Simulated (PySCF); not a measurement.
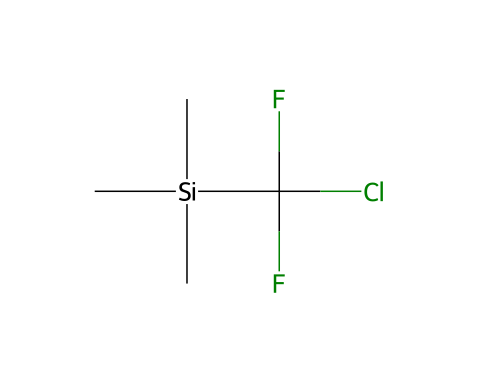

The drawing above gives the connectivity. Computed geometry: PBE0-D3(BJ)/def2-SVP optimisation. No frequency run is at hand to confirm it as a minimum.

What does the molecule look like in three dimensions?

Formula C4H9ClF2Si. As SMILES it reads `C[Si](C)(C)C(F)(F)Cl`. It has no ring. Among its groups: C–F bond, C–Cl bond. Coordination: 4 C tetrahedral; 1 Si tetrahedral.

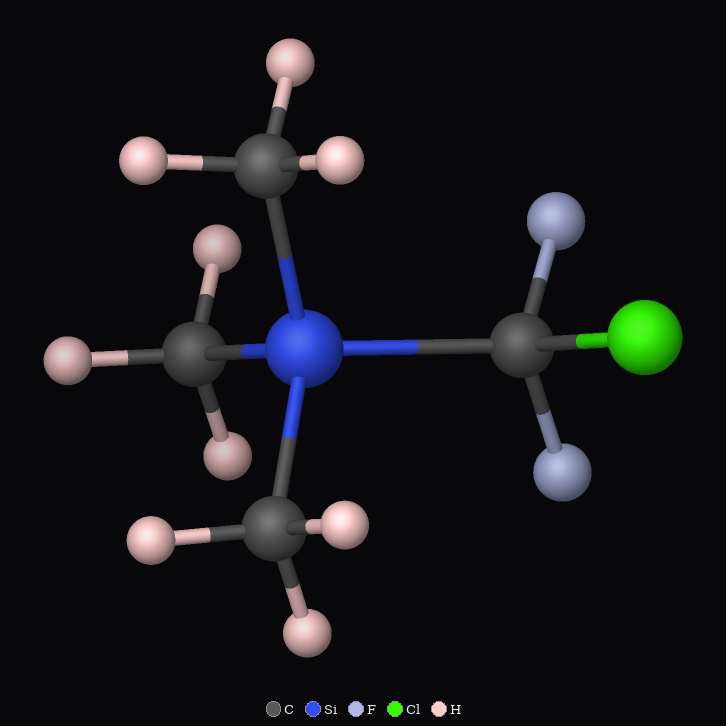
